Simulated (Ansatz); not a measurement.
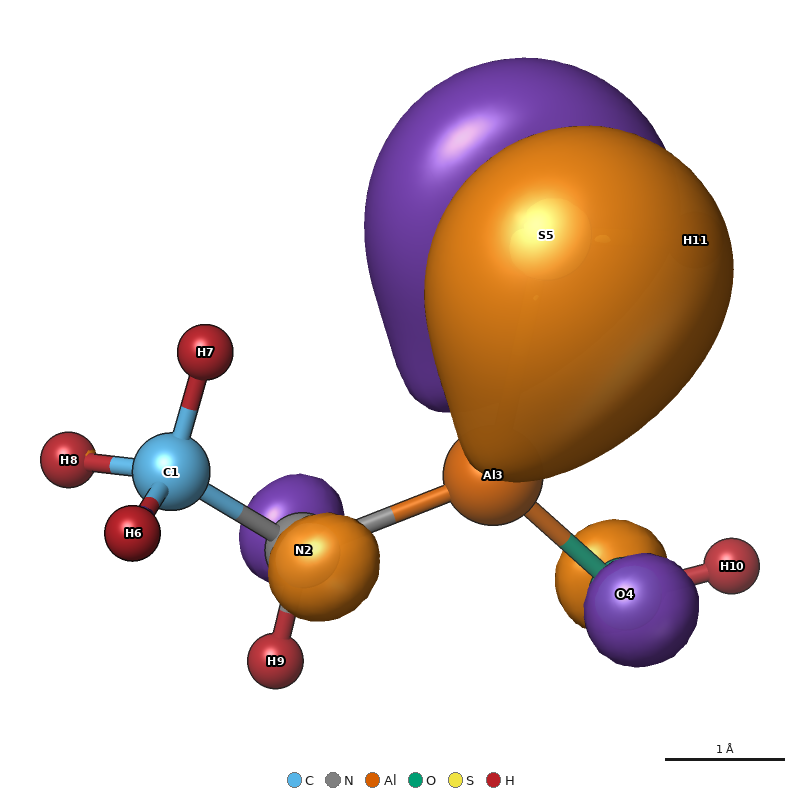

Figure 1: CH₆AlNOS (SMILES C[NH][Al]([OH])[SH]). The HOMO−1 at ±0.1 Å⁻³ᐟ² (orange and purple are the two phases), seen at a tilt.

Geometry: PBE0-D4/def2-TZVP.

The calculation used RKS PBE0-D4/def2-TZVPP in Ansatz.

Input

```
crystal:
  periodic: [false, false, false]
  atoms:
    - {symbol: C, position_ang: [-0.403145, -0.457253, 1.818785]}
    - {symbol: N, position_ang: [0.582786, -0.198300, 0.792183]}
    - {symbol: Al, position_ang: [0.306354, 0.217620, -0.892618]}
    - {symbol: O, position_ang: [1.653702, 0.469434, -1.884976]}
    - {symbol: S, position_ang: [-1.763336, 0.381053, -1.585907]}
    - {symbol: H, position_ang: [-0.333787, 0.251252, 2.652724]}
    - {symbol: H, position_ang: [-1.410855, -0.364184, 1.405588]}
    - {symbol: H, position_ang: [-0.320079, -1.469753, 2.231191]}
    - {symbol: H, position_ang: [1.527693, -0.278304, 1.135162]}
    - {symbol: H, position_ang: [1.625826, 0.700586, -2.809874]}
    - {symbol: H, position_ang: [-1.399759, 0.690749, -2.841656]}
basis:
  gaussian: {orbitals: def2-TZVPP}
hamiltonian: {xc: pbe0, dispersion: d4}
output: {orbitals: {seedname: orbitals}}
```

Launched as:

```sh
ansatz run in.yaml --threads 4 --pin off --events-out ev --progress --plain --max-ram 10444MiB
```

**Where does this orbital lie, and at what energy?**

It lies mainly on S5 (about 75 %); largely a lone pair of S5. Its energy is −7.64 eV.
